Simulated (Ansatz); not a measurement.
**BSiH3 (triplet): RPA-PBE over a scan of the distance B1–H4 along a hydrogen transfer, cc-pVDZ**

Aim: run BSiH3 (triplet) with these functionals over a scan of the distance B1–H4 along a hydrogen transfer, and hold them against the top wave-function level at the same points.

Program: Ansatz 0.2.0, Gaussian basis. Level of theory: cc-pVDZ, all electrons in the functionals, frozen cores in the correlation of double hybrids and RPA. These are calculated values, not measurements.

The runs, in order: RPA-PBE, at 1.110 Å; 1.194 Å; 1.306 Å; 1.419 Å; 1.532 Å; 1.645 Å; 1.757 Å; 1.870 Å; 1.983 Å.

11 further runs of the same task are left out: 3 for a known fault of the program, 7 that didn't finish, 1 set aside as unsound or not needed.

**1. What is computed**

The geometry derives from fragments relaxed apart (PBE0/def2-TZVP) and kept rigid, so it is no stationary point. A hydrogen atom is moved between rigid fragments.

5 atoms, charge 0, spin multiplicity 3.

Atoms are counted from 1 here; the program's logs count them from 0.

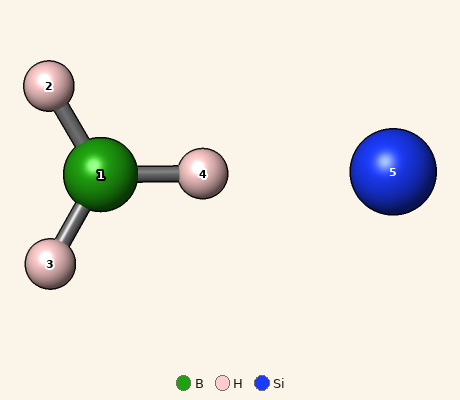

The structure; boron green, hydrogen pink, silicon blue; atoms are numbered from 1 in the order of the file.

No dispersion term is added.

The geometry shown and the zero of energy belong to the point 1.194 Å. The yardstick, UCCSDT(Q), and other wave-function levels (R restricted, U unrestricted, valence and pair active spaces) come from earlier runs.

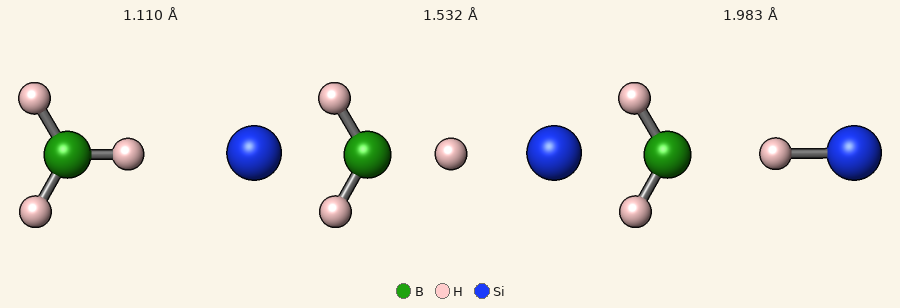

Three points of the scan; sticks are drawn by distance.

**2. RPA-PBE, 1.110 Å**

Contents of in.yaml:

```yaml
crystal:
  periodic: [false, false, false]
  atoms:
    - {symbol: B, position_ang: [-2.291312, 0.000000, 0.000000]}
    - {symbol: H, position_ang: [-2.888045, 1.033571, 0.000000]}
    - {symbol: H, position_ang: [-2.888045, -1.033571, 0.000000]}
    - {symbol: H, position_ang: [-1.181312, 0.000000, 0.000000]}
    - {symbol: Si, position_ang: [1.131688, 0.000000, 0.000000]}
basis:
  gaussian: {orbitals: cc-pVDZ}
magnetization: {spin_polarized: true, initial_magnetization: 2}
hamiltonian: {xc: {name: PBE}}
correlation: {method: rpa, electrons: outside_noble_gas}
```

Started as:

```sh
$ ansatz run in.yaml --threads 1 --pin off --events-out ev --progress --plain --max-ram 2393MiB
```

The log of the run:

```text
Functional definition: PBE
  name "PBE"
  cite "Perdew, Burke & Ernzerhof, Phys. Rev. Lett. 77, 3865 (1996) doi:10.1103/PhysRevLett.77.3865"
  parent pbe
  parameter kappa = 0.804
  parameter beta = 0.06672455060314922
  exchange = pbe_x(kappa = kappa, mu = beta*pi^2/3)
  correlation = pbe_c(beta = beta)
444 factors; integrals over basis functions are off by at most 1.1e-3 eV
mean field evaluation 1: about -8581.1465 eV, gradient 2.7e1 eV
mean field evaluation 2: about -8581.1435 eV, gradient 2.7e1 eV
mean field evaluation 4: about -8589.2541 eV, gradient 1.8e1 eV
mean field evaluation 8: about -8592.3133 eV, gradient 2.2e-1 eV
mean field evaluation 16: about -8592.3142 eV, gradient 1.3e-4 eV
mean field evaluation 32: about -8591.6808 eV, gradient 2.9e0 eV
mean field evaluation 64: about -8591.7990 eV, gradient 1.4e-4 eV
mean field evaluation 96: about -8589.8129 eV, gradient 1.9e0 eV
mean field evaluation 128: about -8591.8594 eV, gradient 1.4e-5 eV
mean field evaluation 160: about -8522.0123 eV, gradient 3.9e1 eV
mean field -8592.31421818 eV, -315.7617234382 hartree, gradient 2.5e-6 eV, S^2 2.003962; 15 other end points of the search recorded, 0 dependent functions left out
6 core orbitals not correlated: weight in the atoms' cores, before any rotation towards them, 1.000 or more for the frozen orbitals, at most 0.000 for the correlated occupied ones
reference -8577.43489760 eV, -315.2149184928 hartree; 6, 4 occupied and 35, 37 virtual orbitals, 444 factors
Total energy: -8586.08576823 eV, -315.5328321245 hartree
```

Run time: 8.5 s. Hardware: 1 thread of Arm Neoverse V1, shared host.

From the report: ⟨S²⟩ of the determinant 2.004 (pure triplet: 2.00).

**3. RPA-PBE, 1.194 Å**

Contents of in.yaml:

```yaml
crystal:
  periodic: [false, false, false]
  atoms:
    - {symbol: B, position_ang: [-2.293319, 0.000000, 0.000000]}
    - {symbol: H, position_ang: [-2.890052, 1.033571, 0.000000]}
    - {symbol: H, position_ang: [-2.890052, -1.033571, 0.000000]}
    - {symbol: H, position_ang: [-1.099854, 0.000000, 0.000000]}
    - {symbol: Si, position_ang: [1.129681, 0.000000, 0.000000]}
basis:
  gaussian: {orbitals: cc-pVDZ}
magnetization: {spin_polarized: true, initial_magnetization: 2}
hamiltonian: {xc: {name: PBE}}
correlation: {method: rpa, electrons: outside_noble_gas}
```

The command is unchanged.

The log of the run (excerpt; [...] marks lines left out):

```text
Functional definition: PBE
  name "PBE"
  cite "Perdew, Burke & Ernzerhof, Phys. Rev. Lett. 77, 3865 (1996) doi:10.1103/PhysRevLett.77.3865"
  parent pbe
[...]
444 factors; integrals over basis functions are off by at most 1.2e-3 eV
[...]
mean field -8592.50795346 eV, -315.7688430785 hartree, gradient 3.3e-6 eV, S^2 2.004148; 15 other end points of the search recorded, 0 dependent functions left out
6 core orbitals not correlated: weight in the atoms' cores, before any rotation towards them, 1.000 or more for the frozen orbitals, at most 0.000 for the correlated occupied ones
reference -8577.48365110 eV, -315.2167101508 hartree; 6, 4 occupied and 35, 37 virtual orbitals, 444 factors
Total energy: -8586.23217053 eV, -315.5382123097 hartree
```

Wall time 9 s (1 thread of Arm Neoverse V1, shared host).

From the report: ⟨S²⟩ of the determinant 2.004 (pure triplet: 2.00).

**4. RPA-PBE, 1.306 Å**

Contents of in.yaml:

```yaml
crystal:
  periodic: [false, false, false]
  atoms:
    - {symbol: B, position_ang: [-2.296025, 0.000000, 0.000000]}
    - {symbol: H, position_ang: [-2.892758, 1.033571, 0.000000]}
    - {symbol: H, position_ang: [-2.892758, -1.033571, 0.000000]}
    - {symbol: H, position_ang: [-0.990025, 0.000000, 0.000000]}
    - {symbol: Si, position_ang: [1.126975, 0.000000, 0.000000]}
basis:
  gaussian: {orbitals: cc-pVDZ}
magnetization: {spin_polarized: true, initial_magnetization: 2}
hamiltonian: {xc: {name: PBE}}
correlation: {method: rpa, electrons: outside_noble_gas}
```

Same command.

The log of the run (excerpt; [...] marks lines left out):

```text
Functional definition: PBE
  name "PBE"
  cite "Perdew, Burke & Ernzerhof, Phys. Rev. Lett. 77, 3865 (1996) doi:10.1103/PhysRevLett.77.3865"
  parent pbe
[...]
444 factors; integrals over basis functions are off by at most 1.4e-3 eV
[...]
mean field -8592.51761683 eV, -315.7691982008 hartree, gradient 3.8e-6 eV, S^2 2.004441; 15 other end points of the search recorded, 0 dependent functions left out
6 core orbitals not correlated: weight in the atoms' cores, before any rotation towards them, 1.000 or more for the frozen orbitals, at most 0.000 for the correlated occupied ones
reference -8577.25183227 eV, -315.2081909658 hartree; 6, 4 occupied and 35, 37 virtual orbitals, 444 factors
Total energy: -8586.17092921 eV, -315.5359617329 hartree
```

Wall time 8.5 s (1 thread of Arm Neoverse V1, shared host).

From the report: ⟨S²⟩ of the determinant 2.004 (pure triplet: 2.00).

From 1.194 Å: +0.061 eV.

**5. RPA-PBE, 1.419 Å**

Contents of in.yaml:

```yaml
crystal:
  periodic: [false, false, false]
  atoms:
    - {symbol: B, position_ang: [-2.298742, 0.000000, 0.000000]}
    - {symbol: H, position_ang: [-2.895475, 1.033571, 0.000000]}
    - {symbol: H, position_ang: [-2.895475, -1.033571, 0.000000]}
    - {symbol: H, position_ang: [-0.879742, 0.000000, 0.000000]}
    - {symbol: Si, position_ang: [1.124258, 0.000000, 0.000000]}
basis:
  gaussian: {orbitals: cc-pVDZ}
magnetization: {spin_polarized: true, initial_magnetization: 2}
hamiltonian: {xc: {name: PBE}}
correlation: {method: rpa, electrons: outside_noble_gas}
```

The command is unchanged.

The log of the run (excerpt; [...] marks lines left out):

```text
Functional definition: PBE
  name "PBE"
  cite "Perdew, Burke & Ernzerhof, Phys. Rev. Lett. 77, 3865 (1996) doi:10.1103/PhysRevLett.77.3865"
  parent pbe
[...]
445 factors; integrals over basis functions are off by at most 1.7e-3 eV
[...]
mean field -8592.36305054 eV, -315.7635179944 hartree, gradient 4.3e-6 eV, S^2 2.004767; 15 other end points of the search recorded, 0 dependent functions left out
6 core orbitals not correlated: weight in the atoms' cores, before any rotation towards them, 1.000 or more for the frozen orbitals, at most 0.000 for the correlated occupied ones
reference -8576.80856066 eV, -315.1919010347 hartree; 6, 4 occupied and 35, 37 virtual orbitals, 445 factors
Total energy: -8585.94747065 eV, -315.5277497822 hartree
```

Run time: 9 s. Hardware: 1 thread of Arm Neoverse V1, shared host.

From the report: ⟨S²⟩ of the determinant 2.005 (pure triplet: 2.00).

From 1.194 Å: +0.285 eV.

**6. RPA-PBE, 1.532 Å**

Contents of in.yaml:

```yaml
crystal:
  periodic: [false, false, false]
  atoms:
    - {symbol: B, position_ang: [-2.301459, 0.000000, 0.000000]}
    - {symbol: H, position_ang: [-2.898192, 1.033571, 0.000000]}
    - {symbol: H, position_ang: [-2.898192, -1.033571, 0.000000]}
    - {symbol: H, position_ang: [-0.769459, 0.000000, 0.000000]}
    - {symbol: Si, position_ang: [1.121541, 0.000000, 0.000000]}
basis:
  gaussian: {orbitals: cc-pVDZ}
magnetization: {spin_polarized: true, initial_magnetization: 2}
hamiltonian: {xc: {name: PBE}}
correlation: {method: rpa, electrons: outside_noble_gas}
```

Same command.

The log of the run (excerpt; [...] marks lines left out):

```text
Functional definition: PBE
  name "PBE"
  cite "Perdew, Burke & Ernzerhof, Phys. Rev. Lett. 77, 3865 (1996) doi:10.1103/PhysRevLett.77.3865"
  parent pbe
[...]
447 factors; integrals over basis functions are off by at most 1.8e-3 eV
[...]
mean field -8592.12818240 eV, -315.7548867496 hartree, gradient 3.0e-6 eV, S^2 2.005098; 13 other end points of the search recorded, 0 dependent functions left out
6 core orbitals not correlated: weight in the atoms' cores, before any rotation towards them, 1.000 or more for the frozen orbitals, at most 0.000 for the correlated occupied ones
reference -8576.25912772 eV, -315.1717097467 hartree; 6, 4 occupied and 35, 37 virtual orbitals, 447 factors
Total energy: -8585.65696852 eV, -315.5170740258 hartree
```

Run time: 9 s. Hardware: 1 thread of Arm Neoverse V1, shared host.

From the report: ⟨S²⟩ of the determinant 2.005 (pure triplet: 2.00).

From 1.194 Å: +0.575 eV.

**7. RPA-PBE, 1.645 Å**

Contents of in.yaml:

```yaml
crystal:
  periodic: [false, false, false]
  atoms:
    - {symbol: B, position_ang: [-2.304176, 0.000000, 0.000000]}
    - {symbol: H, position_ang: [-2.900909, 1.033571, 0.000000]}
    - {symbol: H, position_ang: [-2.900909, -1.033571, 0.000000]}
    - {symbol: H, position_ang: [-0.659176, 0.000000, 0.000000]}
    - {symbol: Si, position_ang: [1.118824, 0.000000, 0.000000]}
basis:
  gaussian: {orbitals: cc-pVDZ}
magnetization: {spin_polarized: true, initial_magnetization: 2}
hamiltonian: {xc: {name: PBE}}
correlation: {method: rpa, electrons: outside_noble_gas}
```

Same command.

The log of the run (excerpt; [...] marks lines left out):

```text
Functional definition: PBE
  name "PBE"
  cite "Perdew, Burke & Ernzerhof, Phys. Rev. Lett. 77, 3865 (1996) doi:10.1103/PhysRevLett.77.3865"
  parent pbe
[...]
447 factors; integrals over basis functions are off by at most 1.7e-3 eV
[...]
mean field -8591.85531063 eV, -315.7448588970 hartree, gradient 6.8e-6 eV, S^2 2.005411; 15 other end points of the search recorded, 0 dependent functions left out
6 core orbitals not correlated: weight in the atoms' cores, before any rotation towards them, 1.000 or more for the frozen orbitals, at most 0.000 for the correlated occupied ones
reference -8575.68115906 eV, -315.1504697900 hartree; 6, 4 occupied and 35, 37 virtual orbitals, 447 factors
Total energy: -8585.34874031 eV, -315.5057468480 hartree
```

It took 9 s on 1 thread of Arm Neoverse V1, shared host.

From the report: ⟨S²⟩ of the determinant 2.005 (pure triplet: 2.00).

From 1.194 Å: +0.883 eV.

**8. RPA-PBE, 1.757 Å**

Contents of in.yaml:

```yaml
crystal:
  periodic: [false, false, false]
  atoms:
    - {symbol: B, position_ang: [-2.306869, 0.000000, 0.000000]}
    - {symbol: H, position_ang: [-2.903602, 1.033571, 0.000000]}
    - {symbol: H, position_ang: [-2.903602, -1.033571, 0.000000]}
    - {symbol: H, position_ang: [-0.549869, 0.000000, 0.000000]}
    - {symbol: Si, position_ang: [1.116131, 0.000000, 0.000000]}
basis:
  gaussian: {orbitals: cc-pVDZ}
magnetization: {spin_polarized: true, initial_magnetization: 2}
hamiltonian: {xc: {name: PBE}}
correlation: {method: rpa, electrons: outside_noble_gas}
```

The command is unchanged.

The log of the run (excerpt; [...] marks lines left out):

```text
Functional definition: PBE
  name "PBE"
  cite "Perdew, Burke & Ernzerhof, Phys. Rev. Lett. 77, 3865 (1996) doi:10.1103/PhysRevLett.77.3865"
  parent pbe
[...]
448 factors; integrals over basis functions are off by at most 1.9e-3 eV
[...]
mean field -8591.55513535 eV, -315.7338276589 hartree, gradient 1.2e-6 eV, S^2 2.005691; 15 other end points of the search recorded, 0 dependent functions left out
6 core orbitals not correlated: weight in the atoms' cores, before any rotation towards them, 1.000 or more for the frozen orbitals, at most 0.000 for the correlated occupied ones
reference -8575.12672303 eV, -315.1300946419 hartree; 6, 4 occupied and 35, 37 virtual orbitals, 448 factors
Total energy: -8585.03534127 eV, -315.4942296456 hartree
```

Run time: 9.5 s. Hardware: 1 thread of Arm Neoverse V1, shared host.

From the report: ⟨S²⟩ of the determinant 2.006 (pure triplet: 2.00).

From 1.194 Å: +1.197 eV.

**9. RPA-PBE, 1.870 Å**

Contents of in.yaml:

```yaml
crystal:
  periodic: [false, false, false]
  atoms:
    - {symbol: B, position_ang: [-2.309586, 0.000000, 0.000000]}
    - {symbol: H, position_ang: [-2.906319, 1.033571, 0.000000]}
    - {symbol: H, position_ang: [-2.906319, -1.033571, 0.000000]}
    - {symbol: H, position_ang: [-0.439586, 0.000000, 0.000000]}
    - {symbol: Si, position_ang: [1.113414, 0.000000, 0.000000]}
basis:
  gaussian: {orbitals: cc-pVDZ}
magnetization: {spin_polarized: true, initial_magnetization: 2}
hamiltonian: {xc: {name: PBE}}
correlation: {method: rpa, electrons: outside_noble_gas}
```

Same command.

The log of the run (excerpt; [...] marks lines left out):

```text
Functional definition: PBE
  name "PBE"
  cite "Perdew, Burke & Ernzerhof, Phys. Rev. Lett. 77, 3865 (1996) doi:10.1103/PhysRevLett.77.3865"
  parent pbe
[...]
448 factors; integrals over basis functions are off by at most 1.4e-3 eV
[...]
mean field -8591.19717049 eV, -315.7206726928 hartree, gradient 3.4e-6 eV, S^2 2.005949; 14 other end points of the search recorded, 0 dependent functions left out
6 core orbitals not correlated: weight in the atoms' cores, before any rotation towards them, 1.000 or more for the frozen orbitals, at most 0.000 for the correlated occupied ones
reference -8574.58880360 eV, -315.1103264674 hartree; 6, 4 occupied and 35, 37 virtual orbitals, 448 factors
Total energy: -8584.68489384 eV, -315.4813509403 hartree
```

It took 9.5 s on 1 thread of Arm Neoverse V1, shared host.

From the report: ⟨S²⟩ of the determinant 2.006 (pure triplet: 2.00).

From 1.194 Å: +1.547 eV.

**10. RPA-PBE, 1.983 Å**

Contents of in.yaml:

```yaml
crystal:
  periodic: [false, false, false]
  atoms:
    - {symbol: B, position_ang: [-2.312303, 0.000000, 0.000000]}
    - {symbol: H, position_ang: [-2.909036, 1.033571, 0.000000]}
    - {symbol: H, position_ang: [-2.909036, -1.033571, 0.000000]}
    - {symbol: H, position_ang: [-0.329303, 0.000000, 0.000000]}
    - {symbol: Si, position_ang: [1.110697, 0.000000, 0.000000]}
basis:
  gaussian: {orbitals: cc-pVDZ}
magnetization: {spin_polarized: true, initial_magnetization: 2}
hamiltonian: {xc: {name: PBE}}
correlation: {method: rpa, electrons: outside_noble_gas}
```

Launched as before.

The log of the run (excerpt; [...] marks lines left out):

```text
Functional definition: PBE
  name "PBE"
  cite "Perdew, Burke & Ernzerhof, Phys. Rev. Lett. 77, 3865 (1996) doi:10.1103/PhysRevLett.77.3865"
  parent pbe
[...]
448 factors; integrals over basis functions are off by at most 1.9e-3 eV
[...]
mean field -8590.72190294 eV, -315.7032069326 hartree, gradient 1.0e-6 eV, S^2 2.006199; 12 other end points of the search recorded, 0 dependent functions left out
6 core orbitals not correlated: weight in the atoms' cores, before any rotation towards them, 1.000 or more for the frozen orbitals, at most 0.000 for the correlated occupied ones
reference -8574.01839050 eV, -315.0893641726 hartree; 6, 4 occupied and 35, 37 virtual orbitals, 448 factors
Total energy: -8584.23786303 eV, -315.4649228610 hartree
```

Run time: 11 s. Hardware: 1 thread of Arm Neoverse V1, shared host.

From the report: ⟨S²⟩ of the determinant 2.006 (pure triplet: 2.00).

From 1.194 Å: +1.994 eV.

**11. Against the wave-function levels**

The yardstick is UCCSDT(Q), where the cluster series has nearly closed. It comes from earlier runs at the same points. Energies in eV, counted from 1.194 Å; blanks weren't run or aren't comparable.

| level | 1.110 Å | 1.194 Å | 1.306 Å | 1.419 Å | 1.532 Å | 1.645 Å | 1.757 Å | 1.870 Å | 1.983 Å |
| --- | --- | --- | --- | --- | --- | --- | --- | --- | --- |
| UCCSDT(Q) | 0.145 | 0.000 | 0.073 | 0.326 | 0.669 | 1.050 | 1.442 |  | 2.172 |
| RPA-PBE | 0.146 | 0.000 | 0.061 | 0.285 | 0.575 | 0.883 | 1.197 | 1.547 | 1.994 |

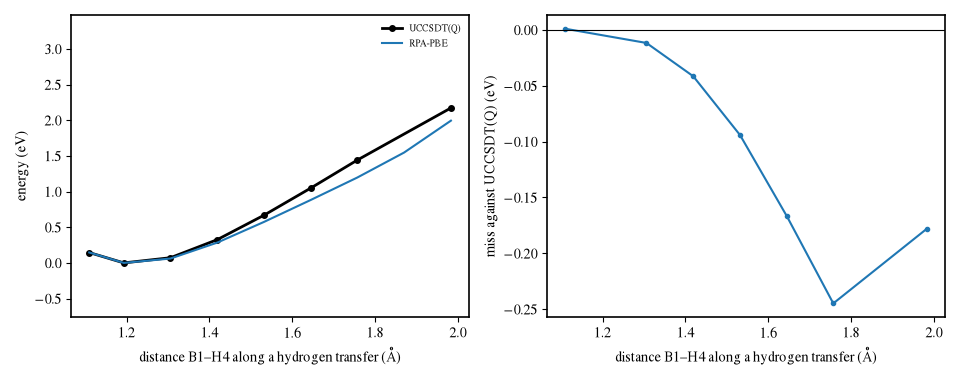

Left: the curves (the axis may cut off levels that run far away). Right: misses against UCCSDT(Q), in the same colours.

Largest miss and mean time a point (UCCSDT(Q) took 42 s a point; shared hosts):

```
  level  largest miss (eV)    where  time a point
RPA-PBE             -0.245  1.757 Å         9.2 s
```

**12. What came out**

| quantity | value |
| --- | --- |
| span of the UCCSDT(Q) curve (points where it is known) | 2.172 eV |
| largest miss, RPA-PBE | -0.245 eV (1.757 Å) |

In words: Misses are known at 7 of 8 points at best, and only functionals with that many are ranked. RPA-PBE strays by up to 0.245 eV, at 1.757 Å. Functionals and the yardstick converge differently with the basis, so part of each miss in cc-pVDZ is the basis.
